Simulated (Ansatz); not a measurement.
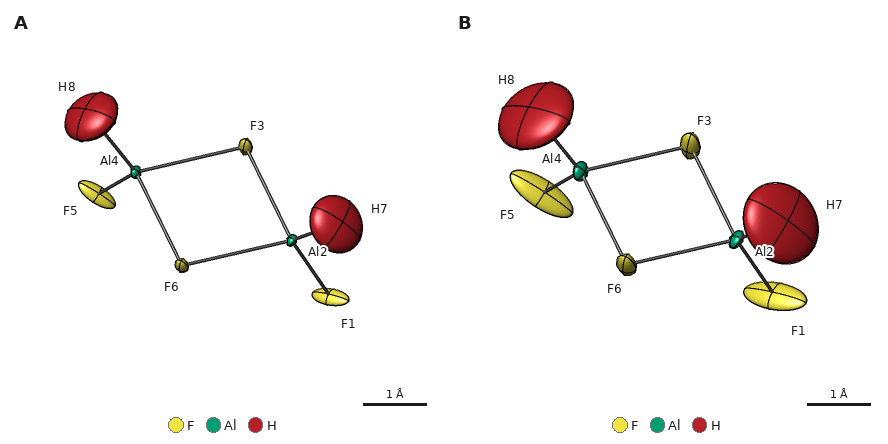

Displacement ellipsoids at the 50 % level, scaled by 1.5, from the internal vibrations of the free molecule (harmonic, no overall translation or rotation; no half-axis is drawn under 0.075 Å). Vibrations computed with RKS PBE0-D4/def2-TZVP (Ansatz 0.2.0). One panel is for 200 K, the other for 600 K.

Which panel is for 600 K?

Answer. B.

How much does the mean-square displacement of F1 grow, and why?

Answer. U_eq goes from 0.0094 to 0.0268 Å², a factor of 2.8. Modes below kT (417 cm⁻¹ at 600 K) grow about in proportion to T, and the lowest lies at 67 cm⁻¹; the mean-square amplitude of a mode is its zero-point value times coth(ħω/2kT), which comes close to 1 only above about 3kT.
